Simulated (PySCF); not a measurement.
Molecule: C₃HF₂NS, SMILES Fc1ncsc1F.

Simulated rotational absorption lines between 6 and 18 GHz at 2 K: rigid rotor with the equilibrium constants and dipole of one optimised conformer (PBE0-D3(BJ)/def2-SVP, PySCF 2.14.0), commonest isotopes; no centrifugal distortion, hyperfine structure, internal rotation or nuclear-spin weights; lines within 1 MHz of each other are summed. Lines of different type are drawn apart.

What are the rotational constants, and what kind of rotor is it?

Answer. Rotational constants A, B, C = 3.374, 2.499, 1.436 GHz; Ray's κ = 0.10, an asymmetric top midway between the limits.

Which dipole components drive the lines?

Answer.
|μa|, |μb|, |μc| = 2.47, 0.30, 0.00 D; a-type lines carry 99 % of the intensity in this range.

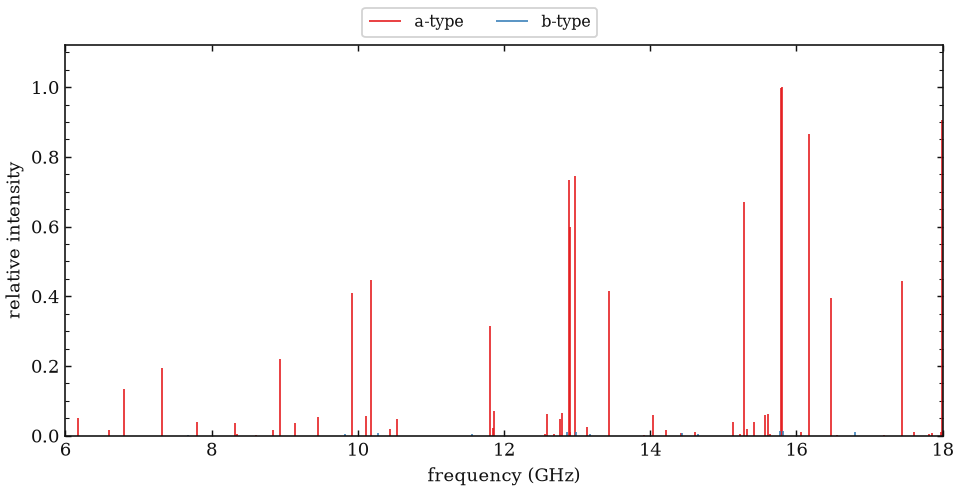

Known limits of this run: coarse grid, loose stop and no frequency check, small forces are noise and the end may be a saddle.
